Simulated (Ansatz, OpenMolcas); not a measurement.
**GeSiH4O2 (SMILES [OH][Ge][O][SiH3]): methods side by side**

GeSiH4O2 has 8 atoms, charge 0, and is taken as a singlet. As SMILES, `[OH][Ge][O][SiH3]`. Geometry: relaxed at PBE0-D4/def2-TZVP. This is one conformer, not always the lowest.

Quantity: the vertical energy of the triplet above the singlet, in eV. The values are calculated.

```json
{"level": "SVWN5/def2-SVP", "kind": "LDA", "program": "Ansatz", "value (eV)": "3.76"}
{"level": "BLYP/def2-SVP", "kind": "GGA", "program": "Ansatz", "value (eV)": "3.73"}
{"level": "M06-L/def2-SVP", "kind": "meta-GGA", "program": "OpenMolcas", "value (eV)": "3.79"}
{"level": "BHLYP/def2-SVP", "kind": "global hybrid", "program": "Ansatz", "value (eV)": "3.61"}
{"level": "CAM-B3LYP/def2-SVP", "kind": "range-separated hybrid", "program": "Ansatz", "value (eV)": "3.72"}
{"level": "wB97M-V/def2-SVP", "kind": "range-separated hybrid", "program": "Ansatz", "value (eV)": "3.76"}
{"level": "RPA@PBE/def2-SVP", "kind": "RPA", "program": "Ansatz", "value (eV)": "3.60"}
{"level": "MP2/def2-SVP", "kind": "perturbation theory", "program": "Ansatz", "value (eV)": "3.49"}
{"level": "BCCD(T)/def2-SVP", "kind": "coupled cluster or CI", "program": "Ansatz", "value (eV)": "3.55"}
```

All-electron rows without a relativistic Hamiltonian named are non-relativistic. The values span 3.49 to 3.79 eV. In the correlated wave-function rows the outer d shell of Ge is correlated, in sets not made for it.

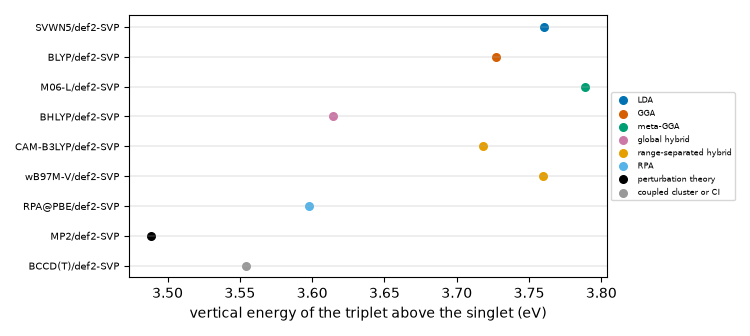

The values of the table, level by level.
